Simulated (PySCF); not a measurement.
# CCSDTQ/STO-6G run of CH3F (fluoromethane)

Aim: the energy change on altering one bond length of CH3F (fluoromethane) at CCSDTQ/STO-6G, from 2 runs. The job is set up through a Python script.

Program for the calculation: PySCF 2.14.0.

8 further runs of the same task are left out: 1 that didn't finish, 7 set aside as unsound or not needed.

**1. Starting point**

CH3F has 5 atoms, charge 0, and is taken as a singlet. As SMILES, `CF`. The shape is that of a PBE0-D4/def2-TZVP optimisation.

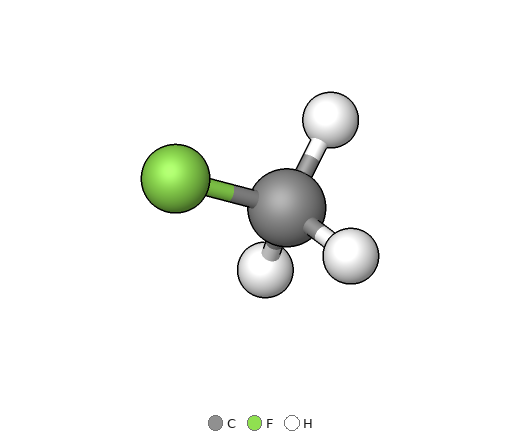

Viewed from a chosen angle; carbon grey, fluorine green, hydrogen white.

**2. A single-point energy at CCSDTQ/STO-6G**

File input.xyz:

```xyz
5

C     -0.050700     0.032900     0.007800
F      1.094100    -0.710500    -0.168600
H     -0.918700    -0.626900    -0.058000
H     -0.104800     0.796000    -0.772000
H     -0.019800     0.508500     0.990700
```

File run.py:

```python
# CF
from pyscf import gto, scf, cc

molecule = gto.M(
    atom='input.xyz',
    basis='sto-6g',
    max_memory=1860,
    spin=0,
    verbose=3,
    charge=0,
)

mf = scf.RHF(molecule)
mf.conv_tol = 1e-10
mf.kernel()
if not mf.converged:
    mf = mf.newton().run(mf.mo_coeff, mf.mo_occ)

mycc = cc.CCSDTQ(mf, frozen=2)
mycc.kernel()
e_final = mycc.e_tot
print('Final energy', e_final)
```

Command:

```bash
$ OMP_NUM_THREADS=1 python run.py
```

The log of the run:

```text
converged SCF energy = -138.473140120428
_make_eris_incore_RCCSDTQ
RCCSDTQ converged
E(RCCSDTQ) = -138.5686208675504   E_corr = -0.09548074712273723
E_corr(same-spin) = -0.00466534772406531
E_corr(oppo-spin) = -0.0908153993986719
Final energy -138.5686208675504
```

Run time: 5.1 s. Hardware: 1 thread of Arm Neoverse V1, shared host; peak memory 0.12 GiB.

**3. The distorted shape, same level**

File calc.py:

```python
from pyscf import gto, cc

mol = gto.M(
    atom='''
C     -2.691902     1.747999     0.414767
F      2.067549    -1.342650    -0.318608
H     -4.332184     0.501157     0.290423
H     -2.794136     3.190049    -1.058842
H     -2.633509     2.646752     2.272178
''',
    verbose=3,
    max_memory=1860,
    unit='bohr',
    basis='sto-6g',
)

hf = mol.RHF()
hf.conv_tol = 1e-10
hf.kernel()
if not hf.converged:
    hf = hf.newton().run(hf.mo_coeff, hf.mo_occ)

mycc = cc.CCSDTQ(hf, frozen=2)
mycc.kernel()
e_final = mycc.e_tot
print('E(%s) = %.9f' % ('CCSDTQ', e_final))
```

Command:

```bash
$ OMP_NUM_THREADS=1 python calc.py
```

The log of the run:

```text
converged SCF energy = -138.070918603808
_make_eris_incore_RCCSDTQ
RCCSDTQ converged
E(RCCSDTQ) = -138.4261257121697   E_corr = -0.35520710836129
E_corr(same-spin) = 0.00254070813881809
E_corr(oppo-spin) = -0.357747816500108
E(CCSDTQ) = -138.426125712
```

It took 7.8 s on 1 thread of Arm Neoverse V1, shared host; peak memory 0.13 GiB.

**4. Summary of results**

At CCSDTQ/STO-6G, 2 core orbitals frozen:

| quantity | value |
| --- | --- |
| first shape: total energy | -138.56862 Eh |
| first shape: dipole moment (Hartree–Fock density) | 1.23 D |
| first shape: HOMO energy (Hartree–Fock orbitals) | -11.52 eV |
| first shape: LUMO energy (Hartree–Fock orbitals) | 15.89 eV |
| first shape: HOMO–LUMO gap (Hartree–Fock orbitals) | 27.41 eV |
| first shape: correlation energy (2 core orbitals frozen) | -95.5 mEh |
| first shape: T1 diagnostic | 0.006 |
| distorted shape: total energy | -138.42613 Eh |
| distorted shape: dipole moment (Hartree–Fock density) | 2.39 D |
| distorted shape: HOMO energy (Hartree–Fock orbitals) | -5.19 eV |
| distorted shape: LUMO energy (Hartree–Fock orbitals) | 0.89 eV |
| distorted shape: HOMO–LUMO gap (Hartree–Fock orbitals) | 6.07 eV |
| distorted shape: correlation energy (2 core orbitals frozen) | -355.2 mEh |
| distorted shape: T1 diagnostic | 0.034 |
| energy change with the C1–F2 bond stretched from 1.376 to 3.028 Å | 3.877 eV |

In words: With the C1–F2 bond stretched from 1.376 to 3.028 Å the energy rises by 3.88 eV (89 kcal/mol). The first shape isn't relaxed at this level, so the change isn't measured from a minimum. The minimal basis adds a large error of its own.
